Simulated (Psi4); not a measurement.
# DSD-PBEP86/aug-cc-pVDZ (density fitting for correlation) run of BF3 (boron trifluoride)

Aim: the vertical electron affinity of BF3 (boron trifluoride) at DSD-PBEP86/aug-cc-pVDZ (density fitting for correlation), from 2 runs. 

Program for the calculation: Psi4 1.11.

2 further runs of the same task are left out: 1 that didn't finish, 1 set aside as unsound or not needed.

### 1 The system as given

BF3 has 4 atoms, charge 0, and is taken as a singlet. As SMILES, `FB(F)F`. The shape is that of a PBE0-D4/def2-TZVP optimisation.

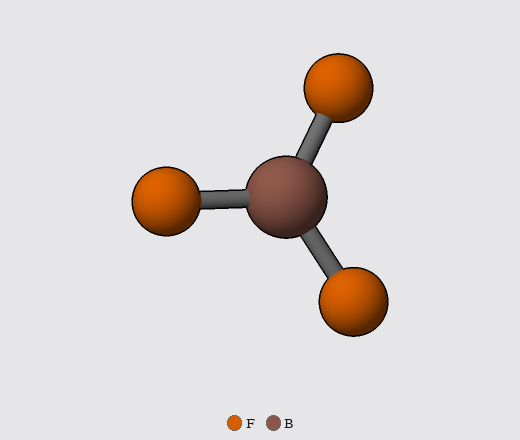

Viewed from a chosen angle; fluorine orange, boron brown.

### 2 The energy at DSD-PBEP86/aug-cc-pVDZ (density fitting for correlation)

The input, input.json:

```json
{
  "schema_name": "qcschema_input",
  "schema_version": 1,
  "molecule": {
    "schema_name": "qcschema_molecule",
    "schema_version": 2,
    "symbols": ["F", "B", "F", "F"],
    "geometry": [1.02776535, 0.39824088, 2.21906759, 3.779e-05, 0.0, 1.89e-05, -0.50109868, -2.31209881, -0.73627509, -0.52672336, 1.91385793, -1.4827925],
    "molecular_charge": 0,
    "molecular_multiplicity": 1,
    "fix_symmetry": "c1",
    "fix_com": true,
    "fix_orientation": true
  },
  "driver": "energy",
  "model": {
    "method": "dsd-pbep86",
    "basis": "aug-cc-pVDZ"
  },
  "keywords": {
    "reference": "rks",
    "puream": true,
    "e_convergence": 1e-09,
    "d_convergence": 1e-08,
    "scf_type": "pk",
    "dft_radial_points": 99,
    "dft_spherical_points": 590,
    "num_frozen_docc": 4
  }
}
```

On the command line:

```bash
psi4 --qcschema input.json -n 1 --memory 2200MB
```

stdout:

```text
[...]
  Running in c1 symmetry.
[...]
  Nuclear repulsion =  111.109146357298144
[...]
  Multiplicity = 1
[...]
  Nalpha       = 16
  Nbeta        = 16
[...]
    Number of basis functions: 92
[...]
   @RKS iter   1:  -323.65794501297751   -7.72585e-01   5.42011e-03 ADIIS/DIIS
[...]
   @RKS iter   9:  -323.73593732941185   -1.02318e-12   5.31960e-09 DIIS
[...]
    Orbital Energies [Eh]
    ---------------------
    Doubly Occupied:
       1A    -25.793818     2A    -25.793811     3A    -25.793810
       4A     -7.497953     5A     -1.559864     6A     -1.517752
       7A     -1.517743     8A     -0.785712     9A     -0.741722
      10A     -0.741717    11A     -0.692346    12A     -0.627739
      13A     -0.627736    14A     -0.614905    15A     -0.614899
      16A     -0.588582
[...]
  @RKS Final Energy:  -323.73593732941185
   => Energetics <=
    Nuclear Repulsion Energy =            111.1091463572981439
    One-Electron Energy =                -671.4634783681352701
    Two-Electron Energy =                 246.7150484245819655
    DFT Exchange-Correlation Energy =     -10.0966537431567538
    Empirical Dispersion Energy =           0.0000000000000000
    VV10 Nonlocal Energy =                  0.0000000000000000
    Total Energy =                       -323.7359373294119109
[...]
 Multipole Moments:
 ------------------------------------------------------------------------------------
     Multipole            Electronic (a.u.)      Nuclear  (a.u.)        Total (a.u.)
 ------------------------------------------------------------------------------------
 L = 1.  Multiply by 2.5417464519 to convert [e a0] to [Debye]
 Dipole X            :          0.0003891           -0.0003213            0.0000678
 Dipole Y            :          0.0000026           -0.0000000            0.0000026
 Dipole Z            :         -0.0000594            0.0000945            0.0000351
 Magnitude           :                                                    0.0000764
[...]
```

The result, in JSON:

```text
{
 "driver": "energy",
 "model": {
  "method": "dsd-pbep86",
  "basis": "aug-cc-pVDZ"
 },
 "success": true,
 "return_result": -324.08894921580554,
 "properties": {
  "calcinfo_nbasis": 92,
  "calcinfo_nmo": 92,
  "calcinfo_nalpha": 16,
  "calcinfo_nbeta": 16,
  "calcinfo_natom": 4,
  "nuclear_repulsion_energy": 111.10914635729814,
  "return_energy": -324.08894921580554,
  "scf_one_electron_energy": -671.4634783681353,
  "scf_two_electron_energy": 246.71504842458197,
  "scf_xc_energy": -10.096653743156754,
  "scf_dipole_moment": [6.780649388793414e-05, 2.5553132503297604e-06, 3.509893994646518e-05],
  "scf_total_energy": -323.73593732941185,
  "scf_iterations": 9
 }
}
```

Run time: 19 s. Hardware: 1 thread of Intel Xeon at 2.50GHz (Skylake/Cascade Lake), shared host; peak memory 0.93 GiB.

### 3 The doublet anion, same level

The input, bf3.py:

```python
import psi4

psi4.set_memory('2200 MB')
psi4.set_num_threads(1)
psi4.set_output_file('psi4.out', False)

mol = psi4.geometry("""
-1 2
F
B 1 1.311142
F 2 1.31115 1 120.00173
F 2 1.311149 1 120.00116 3 179.99649
units angstrom
symmetry c1
no_reorient
no_com
""")

psi4.set_options({
    'reference': 'uks',
    'puream': True,
    'e_convergence': 1e-09,
    'd_convergence': 1e-08,
    'scf_type': 'pk',
    'dft_radial_points': 99,
    'dft_spherical_points': 590,
    'num_frozen_docc': 4,
    'maxiter': 100,
})

energy_value = psi4.energy("dsd-pbep86/aug-cc-pVDZ")
print(f'dsd-pbep86/aug-cc-pVDZ energy: {energy_value:.10f} Eh')
```

On the command line:

```bash
python bf3.py
```

psi4.out:

```text
[...]
  Running in c1 symmetry.
[...]
  Nuclear repulsion =  111.109151371812246
[...]
  Multiplicity = 2
[...]
  Nalpha       = 17
  Nbeta        = 16
[...]
    Number of basis functions: 92
[...]
   @UKS iter   1:  -323.50271791085794   -6.17357e-01   6.13227e-03 DIIS/ADIIS
[...]
   @UKS iter  16:  -323.69031311610559    2.16005e-11   1.76445e-09 DIIS
[...]
   @S^2 Observed:                7.500244163E-01
[...]
    Orbital Energies [Eh]
    ---------------------
    Alpha Occupied:
       1A    -25.653712     2A    -25.653705     3A    -25.653704
       4A     -7.358582     5A     -1.420787     6A     -1.378941
       7A     -1.378932     8A     -0.647486     9A     -0.603410
      10A     -0.603405    11A     -0.553596    12A     -0.489462
      13A     -0.489460    14A     -0.477660    15A     -0.477654
      16A     -0.450115    17A      0.057628
    Alpha Virtual:
      18A      0.126515    19A      0.142904    20A      0.142906
      21A      0.268717    22A      0.296751    23A      0.301547
      24A      0.301548    25A      0.355330    26A      0.355333
[...]
  @UKS Final Energy:  -323.69031311610559
   => Energetics <=
    Nuclear Repulsion Energy =            111.1091513718122457
    One-Electron Energy =                -675.8649395452591762
    Two-Electron Energy =                 251.1893333787011215
    DFT Exchange-Correlation Energy =     -10.1238583213597799
    Empirical Dispersion Energy =           0.0000000000000000
    VV10 Nonlocal Energy =                  0.0000000000000000
    Total Energy =                       -323.6903131161055853
[...]
 Multipole Moments:
 ------------------------------------------------------------------------------------
     Multipole            Electronic (a.u.)      Nuclear  (a.u.)        Total (a.u.)
 ------------------------------------------------------------------------------------
 L = 1.  Multiply by 2.5417464519 to convert [e a0] to [Debye]
 Dipole X            :         -0.0032008            0.0000079           -0.0031929
 Dipole Y            :         -0.0000004            0.0000006            0.0000003
 Dipole Z            :         -0.0000180            0.0000074           -0.0000106
 Magnitude           :                                                    0.0031930
[...]
```

On the terminal:

```text
dsd-pbep86/aug-cc-pVDZ energy: -324.0444202435 Eh
```

Wall time 34 s (1 thread of Intel Xeon at 2.50GHz (Skylake/Cascade Lake), shared host); peak memory 0.93 GiB.

### 4 Results

At DSD-PBEP86/aug-cc-pVDZ (density fitting for correlation), 4 core orbitals frozen:

| quantity | value |
| --- | --- |
| singlet BF3: total energy | -324.08895 Eh |
| singlet BF3: HOMO energy (SCF part's orbitals) | -16.02 eV |
| singlet BF3: LUMO energy (SCF part's orbitals) | 0.86 eV |
| singlet BF3: HOMO–LUMO gap (SCF part's orbitals) | 16.88 eV |
| doublet anion: total energy | -324.04442 Eh |
| doublet anion: HOMO energy (SCF part's orbitals) (highest over α and β) | 1.57 eV |
| doublet anion: LUMO energy (SCF part's orbitals) (lowest over α and β) | 3.44 eV |
| doublet anion: ⟨S²⟩ | 0.750 |
| vertical electron affinity (to the doublet anion) | -1.212 eV |

The anion lies 1.21 eV (28 kcal/mol) above the neutral: the electron isn't bound at this level, and such a value depends on the basis. The HOMO (doublet anion) lies at positive energy, 1.57 eV; only total energies tell whether the electron is bound.
